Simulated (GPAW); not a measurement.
**Work function of Mg/Ir(100) at several levels**

Wanted: work functions and dipole of Mg/Ir(100), with the cost of each level.

Main program and level: GPAW 26.7.0; GPAW, PAW setups; slab in vacuum, relaxation, in the first sound run; inputs show where later runs differ.

## (1) The starting structure

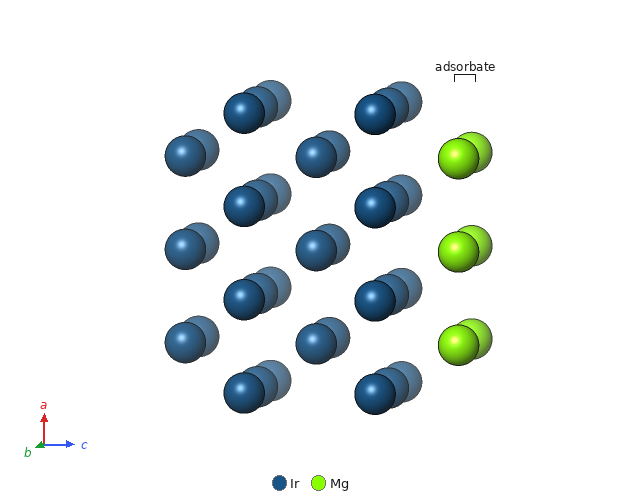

The starting structure, seen from the side, with the c axis across the page (iridium blue, magnesium green). 3×2×1 cells are drawn. Some periodic images of atoms are drawn too.

The cell holds 5 atoms: 4 Ir and 1 Mg. Cell: a = 2.715 Å, b = 2.715 Å, c = 26.014 Å, α = 90.0°, β = 90.0°, γ = 90.0°. Vacuum lies along c.

As a file:

```cif
data_structure
_symmetry_space_group_name_H-M 'P 1'
_symmetry_Int_Tables_number 1
_cell_length_a 2.7153
_cell_length_b 2.7153
_cell_length_c 26.0141
_cell_angle_alpha 90.000
_cell_angle_beta 90.000
_cell_angle_gamma 90.000
_cell_volume 191.80
loop_
_atom_site_label
_atom_site_type_symbol
_atom_site_fract_x
_atom_site_fract_y
_atom_site_fract_z
_atom_site_occupancy
Ir1 Ir 0.50000 0.50000 0.34597 1
Ir2 Ir 0.00000 0.00000 0.41977 1
Ir3 Ir 0.50000 0.50000 0.49358 1
Ir4 Ir 0.00000 0.00000 0.56738 1
Mg5 Mg 0.50000 0.50000 0.65403 1
```

## (2) Relaxing the atoms

The atoms are relaxed first, since the surface dipole, and with it the work function, follows the positions of the outer layers. The lowest 2 atoms are held at bulk positions and keep their forces.

run.py

```python
import json
import numpy as np
from ase import Atoms
from ase.constraints import FixAtoms
from ase.optimize import BFGS
from gpaw import GPAW, PW

slab = Atoms(
    ['Ir', 'Ir', 'Ir', 'Ir', 'Mg'],
    positions=[
        [1.35765, 1.35765, 9.00000],
        [0.00000, 0.00000, 10.92000],
        [1.35765, 1.35765, 12.84000],
        [0.00000, 0.00000, 14.76000],
        [1.35765, 1.35765, 17.01413]],
    cell=[[2.71529, 0.0, 0.0], [0.0, 2.71529, 0.0], [0.0, 0.0, 26.01413]],
    pbc=[True, True, False])

slab.calc = GPAW(mode=PW(400), xc='PBE', kpts={'size': (12, 12, 1), 'gamma': True},
                 occupations={'name': 'fermi-dirac', 'width': 0.1}, nbands='200%',
                 convergence={'density': 1e-05}, maxiter=200,
                 poissonsolver={'dipolelayer': 'xy'},
                 symmetry={'tolerance': 1e-3, 'extra_ids': [1, 1, 0, 0, 0]}, txt='slab.txt')
result = {}
slab.set_constraint(FixAtoms([0, 1]))
path = []
opt = BFGS(slab, maxstep=0.2)
opt.attach(lambda: path.append((slab.get_potential_energy(), slab.positions.tolist(), slab.get_forces().tolist())))
result['relaxed'] = bool(opt.run(fmax=0.03, steps=40))
result['path'] = path
energy = slab.get_potential_energy()
fermi = slab.calc.get_fermi_level()
v = slab.calc.get_electrostatic_potential().mean((0, 1)) - fermi
n = slab.calc.get_pseudo_density().mean((0, 1))
L = slab.cell[2, 2]
z = np.arange(len(v)) * L / len(v)
low, high = slab.positions[:, 2].min(), slab.positions[:, 2].max()
below, above = np.interp([low - 6.8, high + 6.8], z, v)
slopes = [np.interp(x, z, np.gradient(v, z)) for x in (low - 6.8, high + 6.8)]
eps = np.array([[slab.calc.get_eigenvalues(k, s) for k in range(len(slab.calc.get_ibz_k_points()))]
                for s in range(slab.calc.get_number_of_spins())]) - fermi
top, bottom = eps[eps < 0].max(), eps[eps > 0].min()
dipole = slab.get_dipole_moment()[2]
print(f'energy {energy:.4f} eV, Fermi level {fermi:.4f} eV, dipole {dipole:.5f} e A')
print(f'potential 6.8 A off the faces, from the Fermi level: lower {below:.4f} eV, upper {above:.4f} eV')
print(f'slope of the potential there: lower {slopes[0]:.5f}, upper {slopes[1]:.5f} eV/A')
print(f'nearest levels on the mesh: {top:.4f} and {bottom:.4f} eV')
print('magnetic moment', round(slab.get_magnetic_moment(), 3))
result.update(energy=energy, fermi=fermi, dipole=dipole, below=below, above=above, slopes=slopes, edges=[top, bottom],
              z=z.tolist(), v=v.tolist(), n=n.tolist(), positions=slab.positions.tolist(),
              forces=slab.get_forces(apply_constraint=False).tolist(), moments=slab.get_magnetic_moments().tolist())
json.dump(result, open('result.json', 'w'))
```

Started as:

```bash
OMP_NUM_THREADS=1 OPENBLAS_NUM_THREADS=1 python run.py
```

What it wrote:

```text
Step          Energy          fmax
BFGS:    0      -37.291324        0.877878
BFGS:    1      -37.312913        0.834574
BFGS:    2      -37.413460        0.402168
BFGS:    3      -37.418051        0.228789
BFGS:    4      -37.419755        0.222735
BFGS:    5      -37.429374        0.308185
BFGS:    6      -37.431677        0.312421
BFGS:    7      -37.438890        0.160788
BFGS:    8      -37.439976        0.042740
BFGS:    9      -37.440083        0.000569
energy -37.3531 eV, Fermi level 1.8950 eV, dipole 0.06107 e A
potential 6.8 A off the faces, from the Fermi level: lower 5.5450 eV, upper 4.0449 eV
slope of the potential there: lower -0.00004, upper 0.00007 eV/A
nearest levels on the mesh: -0.0152 and 0.0027 eV
magnetic moment 0.0
```

Wall time 28 min (1 thread of Arm Neoverse V2, shared host); peak memory 0.3 GiB.

The steps of the relaxation:

| step | energy less that of the first step (eV) | largest force (eV/Å) |
| --- | --- | --- |
| 1 | 0.0000 | 0.8779 |
| 2 | -0.0216 | 0.8346 |
| 3 | -0.1224 | 0.4022 |
| 4 | -0.1271 | 0.2288 |
| 5 | -0.1288 | 0.2227 |
| 6 | -0.1388 | 0.3082 |
| 7 | -0.1413 | 0.3124 |
| 8 | -0.1494 | 0.1608 |
| 9 | -0.1506 | 0.0427 |
| 10 | -0.1507 | 0.0006 |

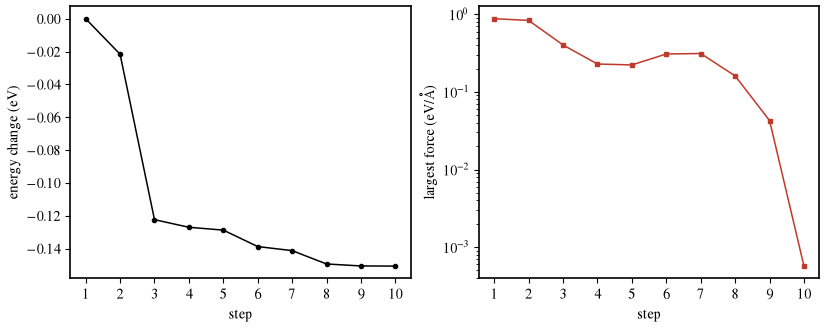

Energy and largest force along the relaxation.

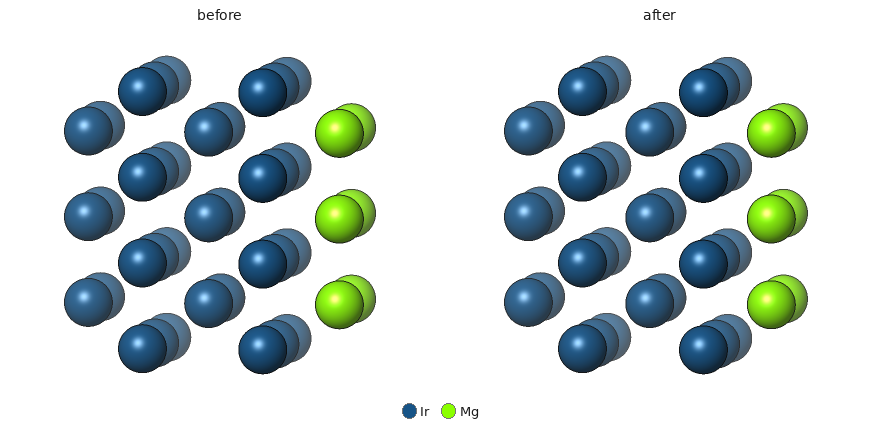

Before and after, at one scale.

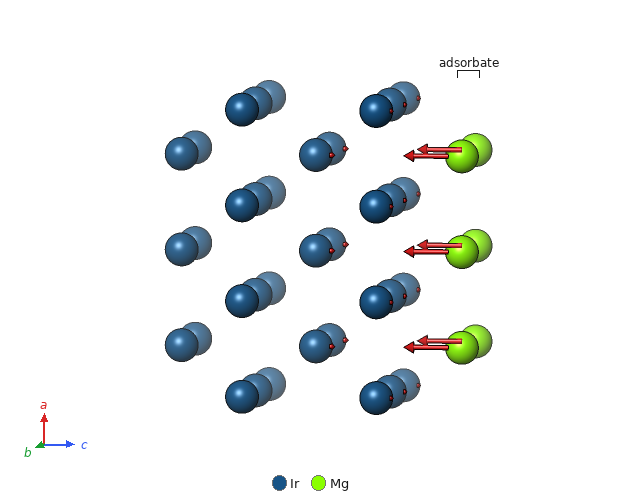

Displacements in the relaxation, exaggerated; the longest in the cell stands for 0.26 Å. 3×2×1 cells are drawn. Some periodic images of atoms are drawn too.

The atoms that moved most (Å):

| atom | dx | dy | dz | length |
| --- | --- | --- | --- | --- |
| Mg5 | 0.000 | 0.000 | -0.258 | 0.258 |
| Ir3 | 0.000 | 0.000 | 0.034 | 0.034 |
| Ir4 | 0.000 | 0.000 | 0.023 | 0.023 |

Final coordinates:

```cif
data_structure
_symmetry_space_group_name_H-M 'P 1'
_symmetry_Int_Tables_number 1
_cell_length_a 2.7153
_cell_length_b 2.7153
_cell_length_c 26.0141
_cell_angle_alpha 90.000
_cell_angle_beta 90.000
_cell_angle_gamma 90.000
_cell_volume 191.80
loop_
_atom_site_label
_atom_site_type_symbol
_atom_site_fract_x
_atom_site_fract_y
_atom_site_fract_z
_atom_site_occupancy
Ir1 Ir 0.50000 0.50000 0.34597 1
Ir2 Ir 0.00000 0.00000 0.41977 1
Ir3 Ir 0.50000 0.50000 0.49489 1
Ir4 Ir 0.00000 0.00000 0.56827 1
Mg5 Mg 0.50000 0.50000 0.64411 1
```

This step gave:

| Property | Result |
| --- | --- |
| dipole along the normal | 0.06107 e·Å |
| levels nearest the Fermi level on the mesh | -0.01520, 0.002705 eV from the Fermi level |
| upper work function | 4.045 eV |
| lower work function | 5.545 eV |

The electrostatic potential energy of an electron (without an applied field's), less the Fermi level, planar mean oscillates, so the rows of the table below give means over windows of 1.95 Å about each position, cut where the curve ends. Its maxima inside the range that stand out by 2 % of the span (Å: eV): 1.3: 5.55, 10.0: -4.29, 11.9: -4.21, 13.9: -4.76, 15.8: -2.23. Its minima: 9.0: -25.9, 10.9: -26.6, 12.9: -26.6, 14.7: -26.1, 16.8: -12.2.

The electrostatic potential energy of an electron (without an applied field's), less the Fermi level, planar mean by z; means over each step:

| z (Å) | electrostatic potential energy of an electron (without an applied field's), less the Fermi level, planar mean (eV) |
| --- | --- |
| 0.97 | 5.47 |
| 2.92 | 5.54 |
| 4.87 | 5.54 |
| 6.82 | 5.03 |
| 8.77 | -12.7 |
| 10.72 | -14.6 |
| 12.67 | -14.6 |
| 14.62 | -14.3 |
| 16.57 | -6.63 |
| 18.52 | 2.33 |
| 20.47 | 4.02 |
| 22.42 | 4.04 |
| 24.38 | 4.04 |

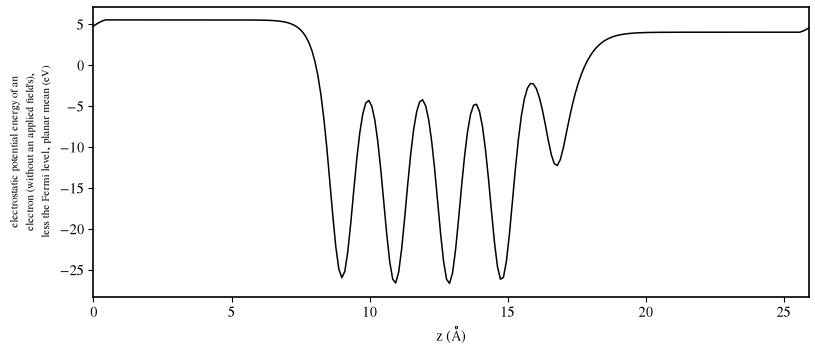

Electrostatic potential energy of an electron (without an applied field's), less the Fermi level, planar mean, plotted against z.

The pseudo valence density, planar mean oscillates, so the rows of the table below give means over windows of 1.95 Å about each position, cut where the curve ends. Its maxima inside the range that stand out by 2 % of the span (Å: e/Å³): 9.1: 1.89, 10.8: 1.94, 12.8: 1.94, 14.7: 1.98, 16.7: 1.83. Its minima: 10.0: 0.490, 11.9: 0.469, 13.9: 0.495, 16.0: 0.249.

Pseudo valence density, planar mean against z; means over each step:

| z (Å) | pseudo valence density, planar mean (e/Å³) |
| --- | --- |
| 4.87 | 1.1e-4 |
| 6.82 | 0.0220 |
| 8.77 | 0.967 |
| 10.72 | 1.05 |
| 12.67 | 1.04 |
| 14.62 | 1.04 |
| 16.57 | 0.714 |
| 18.52 | 0.0303 |
| 20.47 | 8.0e-4 |
| 22.42 | 1.1e-5 |

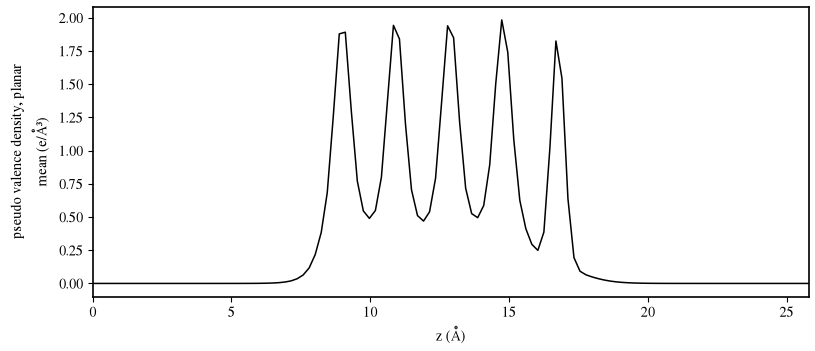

Pseudo valence density, planar mean, plotted against z.

The relaxation lowered the energy of the cell by 0.151 eV (energies extrapolated to zero smearing; the optimiser's log prints free energies). The largest force left on a free atom is 5.7e-4 eV/Å.

## (3) The slab's potential

The work function is the vacuum plateau of the electrostatic potential less the Fermi level; a dipole layer lets the two faces have plateaus of their own.

This step: GPAW, PAW setups; slab in vacuum (GPAW 26.7.0).

run.py: that of step 2 with these lines changed.

```diff
@@ -3,4 +3,2 @@
 from ase import Atoms
-from ase.constraints import FixAtoms
-from ase.optimize import BFGS
 from gpaw import GPAW, PW
@@ -12,5 +10,5 @@
         [0.00000, 0.00000, 10.92000],
-        [1.35765, 1.35765, 12.84000],
-        [0.00000, 0.00000, 14.76000],
-        [1.35765, 1.35765, 17.01413]],
+        [1.35765, 1.35765, 12.87401],
+        [-0.00000, -0.00000, 14.78300],
+        [1.35765, 1.35765, 16.75606]],
     cell=[[2.71529, 0.0, 0.0], [0.0, 2.71529, 0.0], [0.0, 0.0, 26.01413]],
@@ -22,10 +20,4 @@
                  poissonsolver={'dipolelayer': 'xy'},
-                 symmetry={'tolerance': 1e-3, 'extra_ids': [1, 1, 0, 0, 0]}, txt='slab.txt')
+                 symmetry={'tolerance': 1e-3}, txt='slab.txt')
 result = {}
-slab.set_constraint(FixAtoms([0, 1]))
-path = []
-opt = BFGS(slab, maxstep=0.2)
-opt.attach(lambda: path.append((slab.get_potential_energy(), slab.positions.tolist(), slab.get_forces().tolist())))
-result['relaxed'] = bool(opt.run(fmax=0.03, steps=40))
-result['path'] = path
 energy = slab.get_potential_energy()
```

What it wrote:

```text
energy -37.3531 eV, Fermi level 1.8952 eV, dipole 0.06122 e A
potential 6.8 A off the faces, from the Fermi level: lower 5.5451 eV, upper 4.0445 eV
slope of the potential there: lower -0.00006, upper 0.00009 eV/A
nearest levels on the mesh: -0.0152 and 0.0027 eV
magnetic moment 0.0
```

The job ended after 3.5 min (1 thread; peak memory 0.3 GiB).

Numbers from this step:

```
dipole along the normal                    : 0.06122 e·Å
levels nearest the Fermi level on the mesh : -0.01518, 0.002676 eV from the Fermi level
upper work function                        : 4.044 eV
```

The electrostatic potential energy of an electron (without an applied field's), less the Fermi level, planar mean oscillates, so the rows of the table below give means over windows of 1.95 Å about each position, cut where the curve ends. Its maxima inside the range that stand out by 2 % of the span (Å: eV): 1.3: 5.55, 10.0: -4.29, 11.9: -4.21, 13.9: -4.76, 15.8: -2.23. Its minima: 9.0: -25.9, 10.9: -26.6, 12.9: -26.6, 14.7: -26.1, 16.8: -12.2.

The electrostatic potential energy of an electron (without an applied field's), less the Fermi level, planar mean by z; means over each step:

| z (Å) | electrostatic potential energy of an electron (without an applied field's), less the Fermi level, planar mean (eV) |
| --- | --- |
| 0.97 | 5.47 |
| 2.92 | 5.55 |
| 4.87 | 5.54 |
| 6.82 | 5.03 |
| 8.77 | -12.7 |
| 10.72 | -14.6 |
| 12.67 | -14.6 |
| 14.62 | -14.3 |
| 16.57 | -6.63 |
| 18.52 | 2.33 |
| 20.47 | 4.01 |
| 22.42 | 4.04 |
| 24.38 | 4.04 |

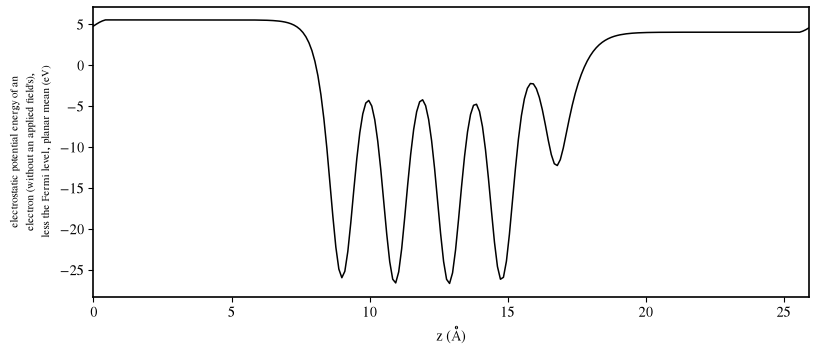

Electrostatic potential energy of an electron (without an applied field's), less the Fermi level, planar mean against z.

The pseudo valence density, planar mean oscillates, so the rows of the table below give means over windows of 1.95 Å about each position, cut where the curve ends. Its maxima inside the range that stand out by 2 % of the span (Å: e/Å³): 9.1: 1.89, 10.8: 1.94, 12.8: 1.94, 14.7: 1.98, 16.7: 1.83. Its minima: 10.0: 0.490, 11.9: 0.469, 13.9: 0.495, 16.0: 0.249.

The pseudo valence density, planar mean by z; means over each step:

| z (Å) | pseudo valence density, planar mean (e/Å³) |
| --- | --- |
| 4.87 | 1.1e-4 |
| 6.82 | 0.0220 |
| 8.77 | 0.967 |
| 10.72 | 1.05 |
| 12.67 | 1.04 |
| 14.62 | 1.04 |
| 16.57 | 0.714 |
| 18.52 | 0.0303 |
| 20.47 | 8.0e-4 |
| 22.42 | 1.1e-5 |

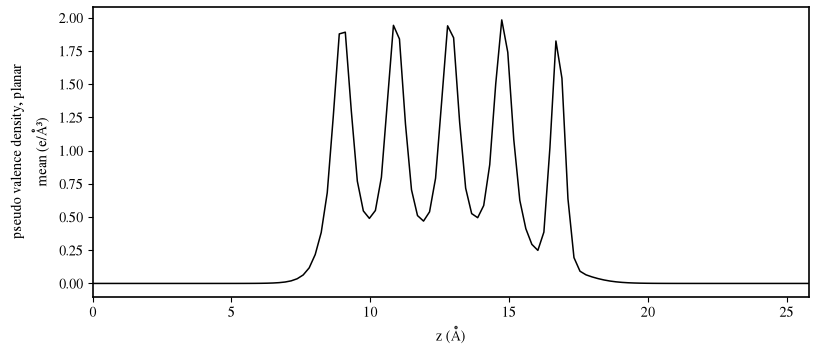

Pseudo valence density, planar mean, plotted against z.

Force by atom:

| atom | x (eV/Å) | y (eV/Å) | z (eV/Å) | size |
| --- | --- | --- | --- | --- |
| Ir1 | 0.000 | 0.000 | 0.681 | 0.681 |
| Ir2 | 0.000 | 0.000 | -0.683 | 0.683 |
| Ir3 | 0.000 | 0.000 | 0.000 | 0.000 |
| Ir4 | 0.000 | 0.000 | 0.000 | 0.000 |
| Mg5 | 0.000 | 0.000 | 0.000 | 0.000 |

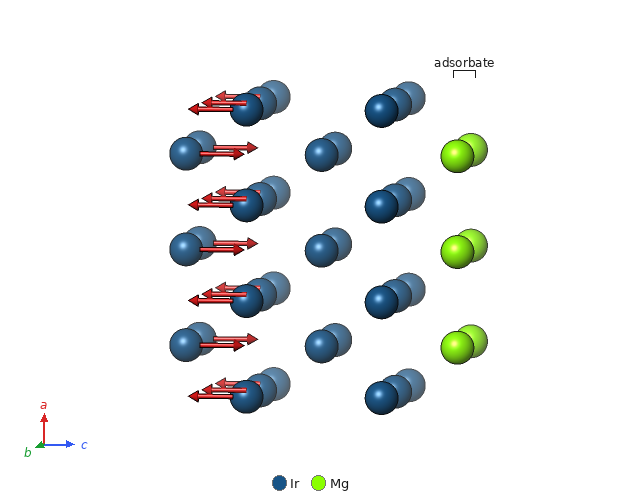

Force as arrows, the longest 0.683 eV/Å. 3×2×1 cells are drawn. Some periodic images of atoms are drawn too.

The potential is flat to 9.0e-5 eV/Å where it is read, so the vacuum is wide enough.

[end of part 1 of 3]

[Logs are printed without paths, hosts, clocks, repeated set-up lines and the standing remarks that a program may print on its own settings, such as how far it seeks lower states.]

[Hosts, paths, dates, database ids (printed as entryN), source tags and the programs' standing remarks are cut or masked in the printed files.]
